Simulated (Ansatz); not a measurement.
# BCl3 (boron trichloride): a line through the functionals

BCl3 has 4 atoms, charge 0, and is taken as a singlet. SMILES: `ClB(Cl)Cl`. Geometry: relaxed at PBE0-D4/def2-TZVP.

The vertical ionisation energy (to the doublet cation) y, in eV, basis 6-311+G(d,p); a is the functional's share of exact exchange. Programs: Ansatz 0.2.0.

```
functional  program     a  y (eV)
    revPBE   Ansatz     0   10.81
      BLYP   Ansatz     0   10.68
     B3LYP   Ansatz   0.2       ?
      PBE0   Ansatz  0.25   11.39
   r2SCAN0   Ansatz  0.25   11.55
     BHLYP   Ansatz   0.5   11.72
```

**Question.** Fit y = c + s·a to the known rows and predict B3LYP.

**Answer.** 
1. Means of the 5 rows: a = 0.2000, y = 11.230.
2. Σ(Δa)² = 0.175, Σ(Δa·Δy) = 0.365, so the slope is 0.365/0.175 = 2.0857.
3. Intercept: 11.230 − (2.0857) × 0.2000 = 10.813. The largest residual of the fit is 0.22.
4. B3LYP: 10.813 + (2.0857) × 0.2 = 11.23 eV.

The run gave 11.28 eV, so the prediction is off by -0.05 eV, within the largest residual.

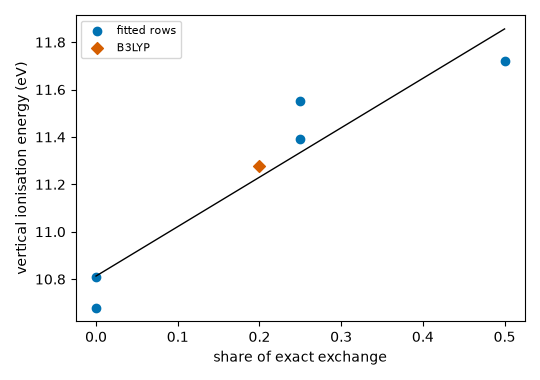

The fitted line, with the withheld row.
